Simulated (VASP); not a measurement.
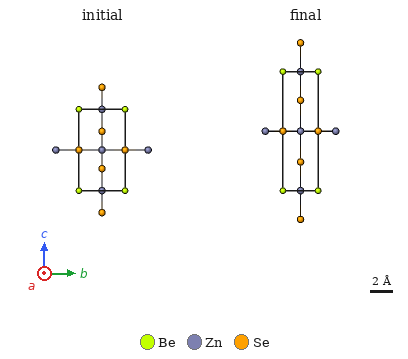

The structure of crystalline BeZn2Se3 (a generated structure, set up in P4/mmm) before (left) and after (right) a relaxation, at one scale.

Style: ball-and-stick. Shown: the cell of the calculation, along the a axis.

The run lets cell and atoms move.

Computed with Kohn-Sham DFT of a periodic cell, PBE, VASP PAW PBE potentials, recommended (VASP 6.6.1).

Input
```
PREC = Normal
ENCUT = 520
EDIFF = 1E-4
ISMEAR = 0
SIGMA = 0.15
LREAL = False
LASPH = True
NELM = 60
ALGO = Fast
ISIF = 3
LWAVE = False
LCHARG = False
GGA = PE
IBRION = 2
NSW = 24
EDIFFG = -0.08
```

Run as
```bash
cat potpaw_PBE.64/Be/POTCAR potpaw_PBE.64/Zn/POTCAR potpaw_PBE.64/Se/POTCAR > POTCAR
mpirun -np 1 vasp_std > vasp.out
```

Q: Describe what moved and what it gained.

A: The relaxation stopped without meeting its thresholds, so the last structure isn't shown to be converged. The largest moves relative to the cell, 0.33 Å, are those of Se atoms. Be and Zn stay in place. Cell: a = b 4.365 → 3.333 Å (−23.7 %), c 7.704 → 11.276 Å (+46.4 %). Volume −14.7 %. Among the contacts that change: Se–Zn 1.772 → 2.920 Å, Se–Se 4.365 → 3.333 Å, Se–Zn 3.087 → 2.356 Å, Se–Zn 2.080 → 2.719 Å. The space group stays P4/mmm (No. 123). Over 23 geometry steps the energy falls by 1516 meV per atom. The largest force component goes from 15 to 0.12 eV/Å. The pressure goes from 26.12 to 0.32 GPa. The volume changes by over a tenth within one run on a fixed set of plane waves, so the end point should be relaxed again from the new cell.
